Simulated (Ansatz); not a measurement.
Fields on a plane of Sc (hcp, Mg type)

```yaml
crystal:
  lattice:
    - [3.33109, 0.00000, 0.00000]
    - [-1.66555, 2.88481, 0.00000]
    - [0.00000, 0.00000, 5.19433]
  atoms:
    - { symbol: Sc, position: [0.33333, 0.66667, 0.75000] }
    - { symbol: Sc, position: [0.66667, 0.33333, 0.25000] }
```

The slice is a (1 -1 0 0) plane (indices of the conventional cell) through the point (0.333, 0.667, 0.750) (fractional), spanned by u = [110] and v = [001] in vectors of this cell: u (3.33 Å) and v (5.19 Å, at 90° to u). It covers one period; positions are fractions (u, v).

Atoms on it: Sc at (0.00, 0.00). Other atoms lie within 1 Å of the plane.

Level of theory: r2SCAN (plane waves to 500 eV, PAW, scalar-relativistic; Ansatz, a program for electronic structure). k mesh 16×16×9. Near the nuclei the fields are pseudised (PAW); where an atom keeps semicore shells as valence, they peak there. Sc is run without spin polarisation. Sc was relaxed with its symmetry unable to fall. The PAW data are Ansatz's earlier set.

```
v \ u  0.00  0.13  0.27  0.40  0.53  0.67  0.80  0.93
-----  ----  ----  ----  ----  ----  ----  ----  ----
0.88   0.70  0.58  0.10  0.29  0.48  0.10  0.30  0.68
0.75   0.14  0.18  0.32  0.45  0.47  0.40  0.24  0.15
0.62   0.74  0.61  0.20  0.08  0.08  0.10  0.41  0.71
0.50   0.78  0.55  0.10  0.16  0.24  0.09  0.24  0.73
0.38   0.74  0.61  0.20  0.08  0.08  0.10  0.41  0.71
0.25   0.14  0.18  0.32  0.45  0.47  0.40  0.24  0.15
0.12   0.70  0.58  0.10  0.29  0.48  0.10  0.30  0.68
0.00      x     x  0.40  0.11  0.28  0.09  0.69     x
```

Values: electron localisation function (ELF). Points within 0.5 Å of a nucleus are blanked (x), as the pseudised field means little there.

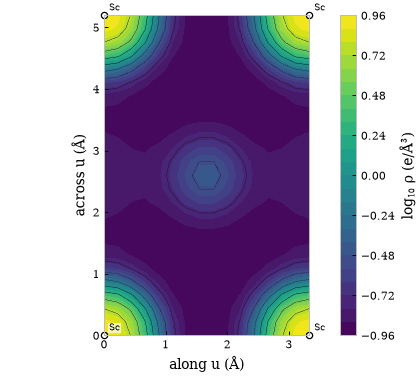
Figure. Log₁₀ of the valence density in e/Å³, one period of the plane, atoms marked. The scale is logarithmic, as a density can span decades between atoms and voids.

The density on the Sc–Sc line (3.33 Å) at its midpoint comes out as 0.11 e/Å³ and the ELF at that point comes out as 0.3.
